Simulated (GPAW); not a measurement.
# Two attempts at C2H2AlF (SMILES [F][Al]1[CH]=[CH]1)

Wanted: energy and one-electron properties of C2H2AlF, PBE/real-space grid (scalar-relativistic datasets).

The results are computed with GPAW 26.7.0.

3 further runs of the same task are left out: 2 that didn't finish, 1 set aside as unsound or not needed.

## 1. The molecule

The species is C2H2AlF (6 atoms), meant as a singlet with charge 0. As SMILES, `[F][Al]1[CH]=[CH]1`. The shape comes from GFN2-xTB, which is rough for such elements, and wasn't checked as a minimum.

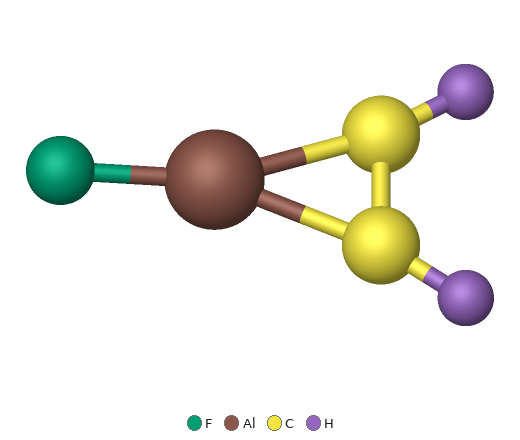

Viewed from a chosen angle; fluorine teal, aluminium brown, carbon yellow, hydrogen purple.

## 2. Try one

Input file C2H2AlF.xyz:

```xyz
6

F     -1.815710    -1.830150     1.264150
Al    -0.772180    -0.776170     0.537210
C      0.899820    -0.020950    -0.028180
C     -0.178720     0.743700    -0.472200
H      1.939290     0.230760    -0.236940
H     -0.072510     1.652800    -1.064050
```

Input file calc.py:

```python
import numpy as np
from ase.io import read
from ase.units import Debye
from gpaw import GPAW

# Geometry
system = read('C2H2AlF.xyz')
system.center(vacuum=4.5)

# GPAW settings
calculator = GPAW(mode='fd', nbands=8, maxiter=53, h=0.2, xc='PBE', txt='-')
system.calc = calculator

energy = system.get_potential_energy()
print(f'Energy = {energy:.5f} eV')
forces = system.get_forces()
print('Forces (eV/Ang)')
for symbol, f in zip(system.symbols, forces):
    print(f'{symbol:2} {f[0]:9.4f} {f[1]:9.4f} {f[2]:9.4f}')
dipole = system.get_dipole_moment() / Debye
print(f'Dipole: {np.linalg.norm(dipole):.3f} D')
homo, lumo = calculator.get_homo_lumo()
print(f'HOMO: {homo:.3f} eV')
print(f'LUMO                    {lumo:.3f} eV')
print(f'Gap = {lumo - homo:.3f} eV')
```

The run is started by

```bash
$ python3 -u calc.py | tee calc.out
```

The log of the run:

```text
__  _  _
 | _ |_)|_||  |
 |__||  | ||/\| - 26.7.0

units:  Angstrom and eV
cores:  1
OpenMP: False

Versions:
  Python: 3.12.14
  ASE:    3.29.0
  Numpy:  2.5.5
  Scipy:  1.18.1
  Libxc:  7.0.0

        _gpaw.cpython-312-x86_64-linux-gnu.so

Input parameters:
  mode=FD(),
  h=0.2,
  maxiter=53,
  nbands=8,
  xc=XC(name='PBE')
ValueError: Too few bands!  Electrons: 20.0, bands: 8
```

It took 0.83 s on 1 thread of Intel Xeon Platinum 8259CL at 2.50GHz (Skylake/Cascade Lake), shared host; peak memory 0.1 GiB.

## 3. What went wrong

The input was rejected.

The telling line is `ValueError: Too few bands!  Electrons: 20.0, bands: 8`. What is wrong: too few bands are asked for. To mend it: number of bands at its default in place of 8.

## 4. Try two

Input file run.xyz:

```xyz
6

F     -1.815710    -1.830150     1.264150
Al    -0.772180    -0.776170     0.537210
C      0.899820    -0.020950    -0.028180
C     -0.178720     0.743700    -0.472200
H      1.939290     0.230760    -0.236940
H     -0.072510     1.652800    -1.064050
```

Input file run.py:

```python
import numpy as np
from ase.io import read
from ase.units import Debye
from gpaw import GPAW

molecule = read('run.xyz')
molecule.center(vacuum=4.5)

calc = GPAW(mode='fd', xc='PBE', h=0.2, maxiter=100, txt='-')
molecule.calc = calc

energy = molecule.get_potential_energy()
print(f'Energy = {energy:.5f} eV')
forces = molecule.get_forces()
print('Forces (eV/Ang)')
for symbol, f in zip(molecule.symbols, forces):
    print(f'{symbol:2} {f[0]:9.4f} {f[1]:9.4f} {f[2]:9.4f}')
dipole = molecule.get_dipole_moment() / Debye
print(f'Dipole                  {np.linalg.norm(dipole):.3f} D')
homo, lumo = calc.get_homo_lumo()
print(f'HOMO = {homo:.3f} eV')
print(f'LUMO                    {lumo:.3f} eV')
print(f'Gap = {lumo - homo:.3f} eV')
```

The run is started by

```bash
$ python3 run.py
```

The log of the run:

```text
[...]
Number of symmetries: 1
[...]
  Number of IBZ points: 1
[...]
Spin-components: 1 (collinear spins)
Bands:           16
[...]
  Valence electrons: 20.0
[...]
  Grid points: [64 64 56]
  Charge: 0.0  # |e|
[...]
    cutoffs:
[...]
occupation numbers:
  # Zero width
[...]
xc functional:
  name: PBE with 2 nearest neighbor stencil
[...]
|iter     |     time |      energy | eigst |  dens |
[...]
|iter:   1| 00:00:04 |  -36.502038 | +1.05 |       |
[...]
|iter:  15| 00:00:30 |  -31.499568c| -7.51c| -5.79c|
Converged in 15 steps
[...]
Energy contributions relative to reference atoms: (reference = -11397.740606)
Energy contributions:
  Kinetic:          29.443993
  Coulomb:         -31.130317
  Zero:              0.609863
  External:          0.000000
  Xc:              -30.423108
  Entropy:           0.000000
  Spinorbit:         0.000000
  ----------------------------
  Free energy:     -31.499568
  Extrapolated:    -31.499568
dipole moment: (0.064478, 0.068497, -0.045308)  # |e|*Ang
Fermi level: -4.078
Eigenvalues  # (at kpt = [0.000, 0.000, 0.000])
| band index |      eig [eV] | occ [0-2] |
|------------|---------------|-----------|
|          0 |       -29.143 |     2.000 |
|        ... |               |           |
|          2 |       -12.983 |     2.000 |
|          3 |       -11.938 |     2.000 |
|          4 |       -11.252 |     2.000 |
|          5 |       -10.223 |     2.000 |
|          6 |       -10.170 |     2.000 |
|          7 |        -7.666 |     2.000 |
|          8 |        -7.223 |     2.000 |
|          9 |        -5.645 |     2.000 |
|         10 |        -2.510 |     0.000 |
|         11 |        -1.443 |     0.000 |
[...]
Gap: 3.135 eV
Transition (v -> c):
[...]
Forces (eV/Ang)
F    -0.3897   -0.1404   -0.1346
Al    1.5114    1.5117   -1.0434
C    -1.2763   -0.2345    0.2051
C    -0.0940   -1.0868    0.7109
H     0.3177   -0.1330    0.0656
H    -0.2016    0.2329   -0.1279
Dipole                  0.502 D
HOMO = -5.645 eV
LUMO                    -2.510 eV
Gap = 3.135 eV
```

Run time: 31 s. Hardware: 1 thread of Intel Xeon Platinum 8259CL at 2.50GHz (Skylake/Cascade Lake), shared host; peak memory 0.61 GiB.

## 5. Results

Level: PBE/real-space grid (scalar-relativistic datasets).

| quantity | value |
| --- | --- |
| energy as printed (from the program's reference atoms) | -31.4996 eV |
| dipole moment | 0.50 D |
| HOMO energy | -5.65 eV |
| LUMO energy | -2.51 eV |
| HOMO–LUMO gap | 3.14 eV |
